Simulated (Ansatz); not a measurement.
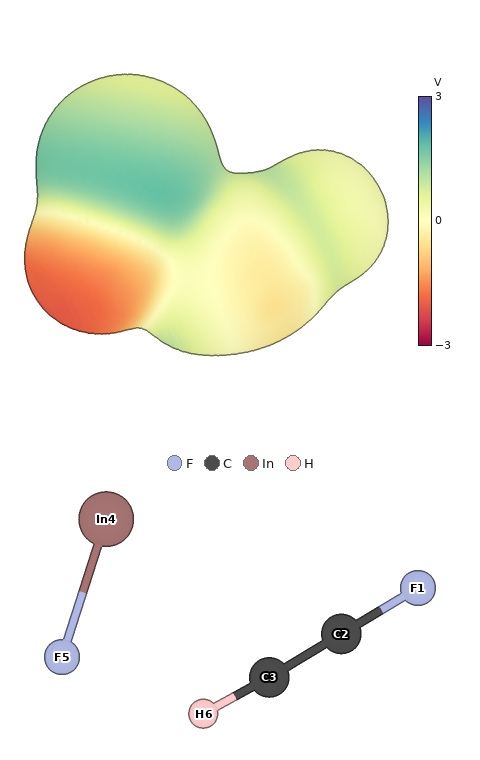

*C$_{2}$HF$_{2}$In. The electrostatic potential painted on the density surface at 0.002 e/bohr³, seen at a tilt; red is negative and blue positive. The bare structure is drawn below in the same view.*

Geometry: PBE0-D4/def2-TZVP; core potentials replace the inner electrons of In; at this geometry the atoms fall into two loosely joined parts.

The calculation used RKS PBE0-D4/def2-TZVPP (Ansatz 0.2.0).

The calculation's input:

```
crystal:
  periodic: [false, false, false]
  atoms:
    - {symbol: F, position_ang: [0.526079, -2.556780, 0.731657]}
    - {symbol: C, position_ang: [0.501899, -1.288373, 0.685242]}
    - {symbol: C, position_ang: [0.481317, -0.093465, 0.644540]}
    - {symbol: In, position_ang: [-1.327890, 0.661212, -1.847850]}
    - {symbol: F, position_ang: [-0.576941, 2.239177, -0.833084]}
    - {symbol: H, position_ang: [0.437536, 0.974229, 0.573293]}
basis:
  gaussian: {orbitals: def2-TZVPP}
hamiltonian: {xc: pbe0, dispersion: d4}
output: {orbitals: {seedname: orbitals}}
```

Launched as:

```sh
ansatz run in.yaml --threads 2 --pin off --events-out ev --progress --plain --max-ram 4352MiB
```

Which sites attract a positive test charge, and which a negative one?

A positive charge is drawn to the negative regions and a negative charge to the positive ones. The most negative region (about −2.0 V, or −46 kcal/mol for a unit charge) lies over F5, the most positive (about +1.8 V, or +42 kcal/mol for a unit charge) over In4.
